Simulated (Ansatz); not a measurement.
**ZnSiH3OF (SMILES [F][Zn][O][SiH3]): levels of theory compared**

Wanted: a comparison of 6 runs (HF/STO-3G, HF/3-21G, HF/def2-SVP, B3LYP/6-31G*, CCSD/6-31G*) of ZnSiH3OF. 

The calculation is run with Ansatz 0.2.0.

2 further runs of the same task are left out: 1 that didn't finish, 1 set aside as unsound or not needed.

**1. Starting point**

The species is ZnSiH3OF (7 atoms), meant as a singlet with charge 0. SMILES: `[F][Zn][O][SiH3]`. The shape is that of a PBE0-D4/def2-TZVP optimisation.

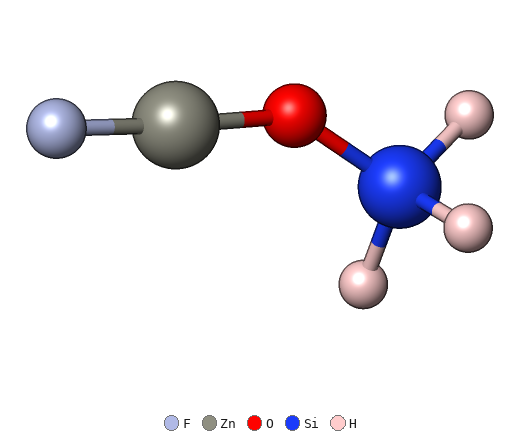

The structure, seen from a chosen angle (fluorine light blue, zinc grey, oxygen red, silicon blue, hydrogen pink).

**2. Energy and forces at HF/STO-3G (run 1)**

molecule.yaml reads:

```yaml
crystal:
  periodic: [false, false, false]
  atoms:
    - {symbol: F, position_ang: [-0.271900, -3.235000, 1.835900]}
    - {symbol: Zn, position_ang: [-0.419400, -1.764100, 0.927600]}
    - {symbol: O, position_ang: [-0.642200, -0.299700, 0.002700]}
    - {symbol: Si, position_ang: [0.148400, 1.009100, -0.555500]}
    - {symbol: H, position_ang: [-0.806200, 1.856400, -1.316000]}
    - {symbol: H, position_ang: [0.720900, 1.813000, 0.561800]}
    - {symbol: H, position_ang: [1.270400, 0.620300, -1.456600]}
basis:
  gaussian: {orbitals: STO-3G}
total_charge: 0
hamiltonian: {xc: hf}
accuracy: high
output: {forces: true, orbitals: {seedname: orbitals}}
```

Started as:

```
$ ansatz run molecule.yaml --threads 1 --pin off --max-ram 2610MiB --events-out events.jsonl --progress --plain --runs-dir runs
```

Log (excerpt; [...] marks lines left out):

```text
Warning: RAYON_NUM_THREADS=1 ignored (pool sized by the plan → 1); use --threads N
Functional definition: HF
  name "HF"
[...]
683 factors; integrals over basis functions are off by at most 2.2e-7 eV
[...]
mean field -60315.32267365 eV, -2216.5472250627 hartree, gradient 3.3e-8 eV, S^2 0.000000; 0 other end points of the search recorded, 0 dependent functions left out
[...]
reference -60315.32267365 eV, -2216.5472250627 hartree; 32, 32 occupied and 8, 8 virtual orbitals, 683 factors
Total energy: -60315.32267365 eV, -2216.5472250627 hartree
Atom 0 at    -0.271900    -3.235000     1.835900 Å, force    -0.679625     6.040783    -3.750294 eV/Å
Atom 1 at    -0.419400    -1.764100     0.927600 Å, force    -0.184015     0.446965    -0.313802 eV/Å
Atom 2 at    -0.642200    -0.299700     0.002700 Å, force     0.589965    -6.904634     4.235849 eV/Å
Atom 3 at     0.148400     1.009100    -0.555500 Å, force     1.034256     1.623158    -0.674397 eV/Å
Atom 4 at    -0.806200     1.856400    -1.316000 Å, force     1.120256    -0.852723     0.808504 eV/Å
Atom 5 at     0.720900     1.813000     0.561800 Å, force    -0.631229    -0.849413    -1.290908 eV/Å
Atom 6 at     1.270400     0.620300    -1.456600 Å, force    -1.249607     0.495864     0.985048 eV/Å
Dipole moment:     0.029503     0.101990    -0.052275 e Å
```

Run time: 2 s. Hardware: 1 thread of Arm Neoverse V1, shared host; peak memory 0.11 GiB.

**3. Energy and forces at HF/3-21G (run 2)**

job.yaml reads:

```yaml
crystal:
  periodic: [false, false, false]
  atoms:
    - {symbol: F, position_ang: [-0.271900, -3.235000, 1.835900]}
    - {symbol: Zn, position_ang: [-0.419400, -1.764100, 0.927600]}
    - {symbol: O, position_ang: [-0.642200, -0.299700, 0.002700]}
    - {symbol: Si, position_ang: [0.148400, 1.009100, -0.555500]}
    - {symbol: H, position_ang: [-0.806200, 1.856400, -1.316000]}
    - {symbol: H, position_ang: [0.720900, 1.813000, 0.561800]}
    - {symbol: H, position_ang: [1.270400, 0.620300, -1.456600]}
basis:
  gaussian: {orbitals: 3-21G-spherical.json}
hamiltonian: {xc: hf}
accuracy: high
output: {forces: true, orbitals: {seedname: orbitals}}
```

The basis set 3-21G is read from a file made from the Basis Set Exchange's data (not shown).

Started as:

```
$ ansatz run job.yaml --threads 1 --pin off --max-ram 2610MiB --events-out events.jsonl --progress --plain --runs-dir runs
```

Log (excerpt; [...] marks lines left out):

```text
Warning: RAYON_NUM_THREADS=1 ignored (pool sized by the plan → 1); use --threads N
[... 2 set-up lines as earlier in the session ...]
[...]
1238 factors; integrals over basis functions are off by at most 5.5e-9 eV
[...]
mean field -60724.74462422 eV, -2231.5932042298 hartree, gradient 1.2e-8 eV, S^2 0.000000; 0 other end points of the search recorded, 0 dependent functions left out
[...]
reference -60724.74462422 eV, -2231.5932042298 hartree; 32, 32 occupied and 32, 32 virtual orbitals, 1238 factors
Total energy: -60724.74462422 eV, -2231.5932042298 hartree
Atom 0 at    -0.271900    -3.235000     1.835900 Å, force    -0.022054     0.897948    -0.536055 eV/Å
Atom 1 at    -0.419400    -1.764100     0.927600 Å, force    -0.381123    -0.137101    -0.022376 eV/Å
Atom 2 at    -0.642200    -0.299700     0.002700 Å, force     0.148120    -1.858729     1.137173 eV/Å
Atom 3 at     0.148400     1.009100    -0.555500 Å, force    -0.090854     0.761787    -0.471837 eV/Å
Atom 4 at    -0.806200     1.856400    -1.316000 Å, force     0.179964     0.173011    -0.053494 eV/Å
Atom 5 at     0.720900     1.813000     0.561800 Å, force     0.087110     0.071417    -0.043715 eV/Å
Atom 6 at     1.270400     0.620300    -1.456600 Å, force     0.078837     0.091667    -0.009694 eV/Å
Dipole moment:     0.098796     0.164768    -0.070571 e Å
```

It took 1.9 s on 1 thread of Arm Neoverse V1, shared host; peak memory 0.15 GiB.

**4. Energy and forces at HF/def2-SVP (run 3)**

run.yaml reads:

```yaml
crystal:
  periodic: [false, false, false]
  atoms:
    - symbol: F
      position_ang: [-0.271900, -3.235000, 1.835900]
    - symbol: Zn
      position_ang: [-0.419400, -1.764100, 0.927600]
    - symbol: O
      position_ang: [-0.642200, -0.299700, 0.002700]
    - symbol: Si
      position_ang: [0.148400, 1.009100, -0.555500]
    - symbol: H
      position_ang: [-0.806200, 1.856400, -1.316000]
    - symbol: H
      position_ang: [0.720900, 1.813000, 0.561800]
    - symbol: H
      position_ang: [1.270400, 0.620300, -1.456600]
basis:
  gaussian:
    orbitals: def2-SVP
magnetization:
  spin_polarized: false
  initial_magnetization: 0
hamiltonian:
  xc: hf
accuracy: high
output:
  forces: true
  orbitals: {seedname: orbitals}
```

Started as:

```
$ ansatz run run.yaml --threads 1 --pin off --max-ram 2610MiB --events-out events.jsonl --progress --plain --runs-dir runs
```

Log (excerpt; [...] marks lines left out):

```text
Warning: RAYON_NUM_THREADS=1 ignored (pool sized by the plan → 1); use --threads N
[... 2 set-up lines as earlier in the session ...]
[...]
1838 factors; integrals over basis functions are off by at most 1.2e-7 eV
[...]
mean field -61018.56567204 eV, -2242.3909285780 hartree, gradient 3.4e-8 eV, S^2 0.000000; 0 other end points of the search recorded, 0 dependent functions left out
[...]
reference -61018.56567204 eV, -2242.3909285780 hartree; 32, 32 occupied and 60, 60 virtual orbitals, 1838 factors
Total energy: -61018.56567204 eV, -2242.3909285780 hartree
Atom 0 at    -0.271900    -3.235000     1.835900 Å, force     0.043138    -0.197079     0.128038 eV/Å
Atom 1 at    -0.419400    -1.764100     0.927600 Å, force    -0.101787    -0.424886     0.223244 eV/Å
Atom 2 at    -0.642200    -0.299700     0.002700 Å, force     0.272647     0.511484    -0.228210 eV/Å
Atom 3 at     0.148400     1.009100    -0.555500 Å, force    -0.365771     0.057351    -0.130486 eV/Å
Atom 4 at    -0.806200     1.856400    -1.316000 Å, force     0.169665     0.046045     0.018725 eV/Å
Atom 5 at     0.720900     1.813000     0.561800 Å, force     0.008405    -0.035290    -0.071268 eV/Å
Atom 6 at     1.270400     0.620300    -1.456600 Å, force    -0.026296     0.042375     0.059958 eV/Å
Dipole moment:     0.042612     0.133009    -0.067059 e Å
```

Run time: 5.7 s. Hardware: 1 thread of Arm Neoverse V1, shared host; peak memory 0.26 GiB.

Runs 4 to 5 aren't shown in full; the table further down has their settings and results.

**5. Energy and gradient at CCSD/6-31G(d) (spherical functions) (run 6)**

run.yaml, as its differences from that of step 4:

```diff
@@ -19,11 +19,12 @@
   gaussian:
-    orbitals: def2-SVP
+    orbitals: 6-31G_st_-spherical.json
+scf:
+  omitted_lower_state_checks: [cluster_reference, increment]
 magnetization:
   spin_polarized: false
-  initial_magnetization: 0
-hamiltonian:
-  xc: hf
 accuracy: high
-output:
-  forces: true
-  orbitals: {seedname: orbitals}
+output: {forces: true, orbitals: {seedname: orbitals}}
+correlation:
+  method: ccsd
+  frozen_orbitals: {F: 1, H: 0, O: 1, Si: 5, Zn: 5}
+total_charge: 0
```

The basis set 6-31G* is read from a file made from the Basis Set Exchange's data (not shown).

Started as:

```
$ ansatz run run.yaml --threads 1 --pin off --max-ram 2610MiB --events-out events.jsonl --progress --plain --runs-dir runs
```

Log:

```text
Warning: RAYON_NUM_THREADS=1 ignored (pool sized by the plan → 1); use --threads N
[... 12 lines left out ...]
12 core orbitals not correlated, not the lowest: weight in the atoms' cores, before any rotation towards them, 1.000 or more for the frozen orbitals, at most 0.000 for the correlated occupied ones
[... 25 lines left out ...]
Total energy: -61042.32521544 eV, -2243.2640756934 hartree
[... 7 lines left out ...]
Dipole moment:     0.047945     0.105824    -0.049552 e Å
Checks for a lower state left out: cluster_reference, increment
```

Wall time 75 s (1 thread of Arm Neoverse V1, shared host); peak memory 0.63 GiB.

**6. Overview of the runs**

```
run                               level  Cartesian functions  frozen core orbitals   energy (Eh)  dipole moment (D)  HOMO energy (eV)  LUMO energy (eV)  wall time
  1                           HF/STO-3G                   no                     –  -2216.547225               0.57             -5.05              6.67        2 s
  2                            HF/3-21G                   no                     –  -2231.593204               0.98            -11.67              1.48      1.9 s
  3                         HF/def2-SVP                   no                     –  -2242.390929               0.74            -12.03              1.26      5.7 s
  4  B3LYP/6-31G* (spherical functions)                   no                     –  -2245.553993               0.50             -8.05             -1.66       14 s
  5  B3LYP/6-31G* (Cartesian functions)                  yes                     –  -2245.562866               0.49             -8.04             -1.65       15 s
  6   CCSD/6-31G* (spherical functions)                   no                    12  -2243.264076               0.61            -11.96              1.50       75 s
```

**7. Outcome**

| quantity | value |
| --- | --- |
| run 6: total energy | -2243.26408 Eh |
| run 6: dipole moment (correlated density) | 0.61 D |
| run 6: HOMO energy (Hartree–Fock orbitals) | -11.96 eV |
| run 6: LUMO energy (Hartree–Fock orbitals) | 1.50 eV |
| run 6: HOMO–LUMO gap (Hartree–Fock orbitals) | 13.46 eV |
| run 6: correlation energy (12 core orbitals frozen) | -720.8 mEh |
| run 6: T1 diagnostic | 0.016 |
| run 6: largest force on an atom | 0.663 eV/Å |

In words: The dipole moment (its size) runs from 0.49 D (B3LYP/6-31G*) to 0.98 D (HF/3-21G). The two ends differ in method and basis. Over runs 1, 2, 3, 4, 5 the HOMO–LUMO gap runs from 6.38 eV (B3LYP/6-31G*) to 13.29 eV (HF/def2-SVP). In run 1 the basis is minimal, so the values are rough. All runs together took 1.9 min, the longest 75 s.
